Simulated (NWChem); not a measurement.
**One shape, several levels: SnNH5 (SMILES [NH2][SnH3])**

Aim: a comparison of 6 runs (HF/STO-3G, HF/3-21G, HF/def2-SVP, wB97X/STO-3G, CAM-B3LYP/def2-SVP, MP2/def2-SVP) of SnNH5. 

The results are computed with NWChem 7.3.0.

1 further run of the same task is left out (set aside as unsound or not needed).

### 1 The structure to begin with

SnNH5 has 7 atoms, charge 0, and is taken as a singlet. SMILES: `[NH2][SnH3]`. Geometry: relaxed at PBE0-D4/def2-TZVP.

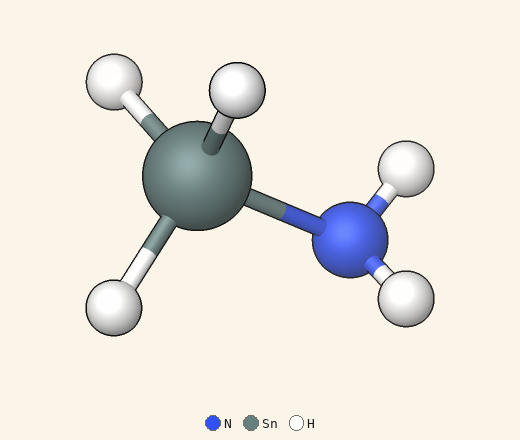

Viewed from a chosen angle; nitrogen blue, tin teal, hydrogen white.

### 2 Energy and gradient at HF/STO-3G (run 1)

work.nw reads:

```
START work
TITLE "H5NSn hf"
memory total 2200 mb
GEOMETRY units angstrom noautosym nocenter noautoz
  N     -0.499600    -1.183300     0.116600
  Sn     0.136800     0.730400    -0.135600
  H     -0.001800    -1.844500    -0.466500
  H     -0.413700    -1.504900     1.072700
  H     -0.115800     1.092800    -1.781700
  H     -0.836300     1.684400     0.888000
  H      1.791700     0.957100     0.260900
END
BASIS spherical bse
  N library STO-3G
  Sn library STO-3G
  H library STO-3G
END
SCF
  nopen 0
  rhf
  thresh 1e-08
  maxiter 80
END
TASK scf gradient
```

Run with:

```console
$ nwchem work.nw > work.out
```

The log of the run:

```text
[...]
  functions       =    37
[...]
  wavefunction    = RHF
[...]
         Total SCF energy =  -6019.943345068532
      One-electron energy =  -8664.413222957839
      Two-electron energy =   2473.747786275045
 Nuclear repulsion energy =    170.722091614262
        Time for solution =      4.5s
[...]
                         RHF ENERGY GRADIENTS
    atom               coordinates                        gradient
                 x          y          z           x          y          z
   1 N      -0.944107  -2.236113   0.220342    0.001945  -0.036686   0.008654
   2 Sn      0.258515   1.380256  -0.256247    0.001263  -0.007231   0.001931
   3 H      -0.003402  -3.485600  -0.881557   -0.007013   0.012711   0.003455
   4 H      -0.781780  -2.843849   2.027109   -0.003128   0.009508  -0.011108
   5 H      -0.218830   2.065093  -3.366925   -0.004442   0.003932  -0.024395
   6 H      -1.580378   3.183054   1.678077   -0.015182   0.012749   0.015402
   7 H       3.385822   1.808657   0.493030    0.026558   0.005018   0.006060
[...]
```

It took 6.9 s on 1 thread of Intel Xeon Platinum 8259CL at 2.50GHz (Skylake/Cascade Lake), shared host; peak memory 0.099 GiB.

### 3 Energy and forces at HF/3-21G (run 2)

m1.nw reads:

```
start m1
title "H5NSn"
memory stack 880 mb heap 220 mb global 1100 mb

geometry units angstrom noautosym nocenter noautoz
N     -0.499600    -1.183300     0.116600
Sn     0.136800     0.730400    -0.135600
H     -0.001800    -1.844500    -0.466500
H     -0.413700    -1.504900     1.072700
H     -0.115800     1.092800    -1.781700
H     -0.836300     1.684400     0.888000
H      1.791700     0.957100     0.260900
end

basis spherical bse
* library 3-21G
end

scf
thresh 1e-08
maxiter 80
end

task scf gradient
```

Run with:

```console
$ nwchem m1.nw > m1.out
```

The log of the run:

```text
[...]
  functions       =    50
[...]
  wavefunction    = RHF
[...]
         Total SCF energy =  -6053.292274848357
      One-electron energy =  -8690.617608445302
      Two-electron energy =   2466.603241982683
 Nuclear repulsion energy =    170.722091614262
        Time for solution =      5.3s
[...]
                         RHF ENERGY GRADIENTS
    atom               coordinates                        gradient
                 x          y          z           x          y          z
   1 N      -0.944107  -2.236113   0.220342   -0.022730  -0.001568  -0.005702
   2 Sn      0.258515   1.380256  -0.256247    0.008415   0.007802   0.000506
   3 H      -0.003402  -3.485600  -0.881557    0.008577   0.003232   0.002095
   4 H      -0.781780  -2.843849   2.027109    0.008825   0.003031   0.001154
   5 H      -0.218830   2.065093  -3.366925    0.000639  -0.003887   0.009302
   6 H      -1.580378   3.183054   1.678077    0.004612  -0.007160  -0.005431
   7 H       3.385822   1.808657   0.493030   -0.008338  -0.001450  -0.001923
[...]
```

Wall time 7.8 s (1 thread of Intel Xeon Platinum 8259CL at 2.50GHz (Skylake/Cascade Lake), shared host); peak memory 0.099 GiB.

Runs 3 to 5 aren't shown in full; the table further down has their settings and results.

### 4 Energy and forces at MP2/def2-SVP (core potential) (run 6)

test.nw reads:

```
echo
start test
memory 2200 mb

geometry units atomic noautosym nocenter noautoz
N  -0.94410717 -2.23611292  0.22034207
Sn  0.25851453  1.38025596 -0.25624686
H  -0.00340151 -3.48559984 -0.88155724
H  -0.78177970 -2.84384884  2.02710921
H  -0.21883029  2.06509271 -3.36692504
H  -1.58037796  3.18305468  1.67807680
H   3.38582230  1.80865687  0.49302955
end

basis spherical bse
* library def2-SVP
end

ecp bse
Sn library def2-SVP
end

scf
singlet
rhf
thresh 1e-08
maxiter 80
end

mp2
freeze core 5
tight
end

task mp2 gradient
```

Run with:

```console
$ nwchem test.nw > test.out
```

The log of the run:

```text
[...]
  functions       =    65
[...]
  wavefunction    = RHF
[...]
         Total SCF energy =   -270.629533318741
      One-electron energy =   -617.154603808326
      Two-electron energy =    264.250677715425
 Nuclear repulsion energy =     82.274392774159
        Time for solution =     12.6s
[...]
          Total MP2 energy          -270.929686037123
[...]
                         mp2 ENERGY GRADIENTS
    atom               coordinates                        gradient
                 x          y          z           x          y          z
   1 N      -0.944107  -2.236113   0.220342    0.005152  -0.000254   0.001467
   2 Sn      0.258515   1.380256  -0.256247   -0.002416  -0.005828   0.000628
   3 H      -0.003402  -3.485600  -0.881557   -0.002548   0.004648   0.002979
   4 H      -0.781780  -2.843849   2.027109   -0.000307   0.002807  -0.005414
   5 H      -0.218830   2.065093  -3.366925   -0.000176  -0.000461  -0.000730
   6 H      -1.580378   3.183055   1.678077   -0.000556  -0.000155   0.000670
   7 H       3.385822   1.808657   0.493030    0.000851  -0.000756   0.000401
[...]
```

Run time: 36 s. Hardware: 1 thread of Intel Xeon Platinum 8259CL at 2.50GHz (Skylake/Cascade Lake), shared host; peak memory 0.17 GiB.

### 5 Overview of the runs

```
run                                level  core potential  iteration cap   energy (Eh)  dipole moment (D)  HOMO energy (eV)  LUMO energy (eV)  wall time
  1                            HF/STO-3G               –             80  -6019.943345               1.51             -7.77             11.08      6.9 s
  2                             HF/3-21G               –             80  -6053.292275               1.66            -10.22              3.41      7.8 s
  3         HF/def2-SVP (core potential)        def2-SVP             80   -270.629533                  –                 –                 –       15 s
  4                         wB97X/STO-3G               –            100  -6022.493438               1.40             -5.76              8.70       34 s
  5  CAM-B3LYP/def2-SVP (core potential)        def2-SVP            100   -271.929723               1.19             -8.32              1.20       65 s
  6        MP2/def2-SVP (core potential)        def2-SVP             80   -270.929686               1.19            -10.55              3.10       36 s
```

### 6 Outcome

| quantity | value |
| --- | --- |
| run 6: total energy | -270.92969 Eh |
| run 6: dipole moment (of the density that the program reports) | 1.19 D |
| run 6: HOMO energy (Hartree–Fock orbitals) | -10.55 eV |
| run 6: LUMO energy (Hartree–Fock orbitals) | 3.10 eV |
| run 6: HOMO–LUMO gap (Hartree–Fock orbitals) | 13.65 eV |
| run 6: correlation energy (5 core orbitals frozen) | -300.2 mEh |
| run 6: largest force on an atom | 0.326 eV/Å |

Over runs 1, 2, 4, 5, 6 the dipole moment (its size) runs from 1.19 D (CAM-B3LYP/def2-SVP) to 1.66 D (HF/3-21G). The two ends differ in method and basis and core potential. Over runs 1, 2, 4, 5 the HOMO–LUMO gap runs from 9.52 eV (CAM-B3LYP/def2-SVP) to 18.85 eV (HF/STO-3G). Totals of different functionals can't be ranked against each other. Some runs of one species differ in core potentials or relativity; totals across that change don't compare. In runs 1, 4 the basis is minimal, so the values are rough. In runs 1, 2, 4 relativity is left out where basis or elements ask for it. All runs together took 2.8 min, the longest 65 s.
